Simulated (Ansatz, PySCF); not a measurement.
Dissociation curve of GeC, lowest triplet found (which spin is the ground state isn't settled by this scan).

Methods: ROCCSD = CCSD on ROHF/cc-pVDZ, cores with 3d frozen (Ansatz, a quantum-chemistry and plane-wave program); UHF/6-31G* = unrestricted Hartree-Fock/6-31G*, spherical d in PySCF; ROCCSD(T) = Ansatz with CCSD(T) on ROHF/cc-pVDZ, cores with 3d frozen.

Energies are in kJ/mol, each relative to the lowest point of its own curve between 1.54 and 2.21 Å, where full CI is lowest.

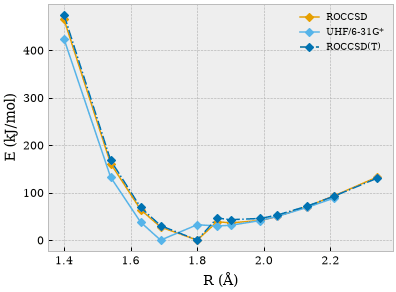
*Energy against bond length for each method.*

| R / Å | ROCCSD | UHF/6-31G* | ROCCSD(T) |
|---|---|---|---|
| 1.40 | 465.1 | 423.8 | 474.6 |
| 1.54 | 161.4 | 132.5 | 168.1 |
| 1.63 | 64.3 | 37.8 | 68.9 |
| 1.69 | 27.6 | 0.0 | 30.6 |
| 1.80 | 0.0 | 32.4 | 0.0 |
| 1.86 | 38.9 | 29.8 | 46.7 |
| 1.90 | 36.3 | 31.2 | 43.0 |
| 1.99 | 41.5 | 41.2 | 45.7 |
| 2.04 | 49.8 | 49.8 | 52.8 |
| 2.13 | 70.6 | 68.9 | 71.6 |
| 2.21 | 93.0 | 88.4 | 92.3 |
| 2.34 | 132.7 | — | 130.4 |

At the longest distance, 2.34 Å, ROCCSD lies highest above its minimum (132.7 kJ/mol) and ROCCSD(T) lowest (130.4 kJ/mol).

Dashes: no converged value, or the column stops at the first point that the program doubted or that broke a chosen test of continuity, which isn't proof of a fault.

The scan ran from 1.40 to 6.64 Å; beyond the distances shown full CI changes its symmetry label. The T1 diagnostic of CCSD on the restricted reference of ROCCSD, ROCCSD(T) exceeds 0.045 at 1.40 to 1.80, 2.04 to 2.34 Å. At the minimum ROCCSD, ROCCSD(T) lies far from FCI: another state is possible. The unrestricted determinant behind UHF/6-31G* is spin-contaminated at 1.54 to 2.34 Å (<S²> up to 2.9, against 2.00 for a pure triplet).
